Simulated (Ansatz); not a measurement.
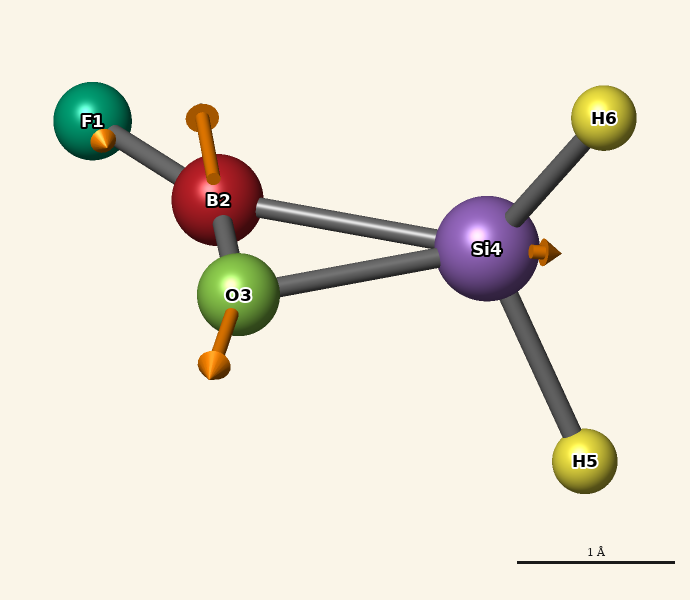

Arrows show the forces on the atoms, 0.05 Å of arrow for 1 eV/Å; forces under a tenth of the largest aren't drawn. Level of theory: RHF-CCSD(T) (frozen core)/def2-TZVPP (Ansatz 0.2.0).

**On which atom is the force largest, and how large is it?**

On B2: 18.99 eV/Å.

**Along which bond is the force strongest?**

B2–O3, now 1.146 Å: the forces push its atoms apart, so a first step downhill lengthens it.

List the force components in the frame of the picture (x right, y up, z towards the viewer), in eV/Å.

```json
{"atom": "F1", "Fx": "0.85", "Fy": "−1.58", "Fz": "3.33"}
{"atom": "B2", "Fx": "−1.79", "Fy": "9.64", "Fz": "−16.26"}
{"atom": "O3", "Fx": "−2.91", "Fy": "−8.46", "Fz": "13.61"}
{"atom": "Si4", "Fx": "3.95", "Fy": "−0.27", "Fz": "−1.56"}
{"atom": "H5", "Fx": "−0.13", "Fy": "0.81", "Fz": "0.43"}
{"atom": "H6", "Fx": "0.04", "Fy": "−0.15", "Fz": "0.46"}
```
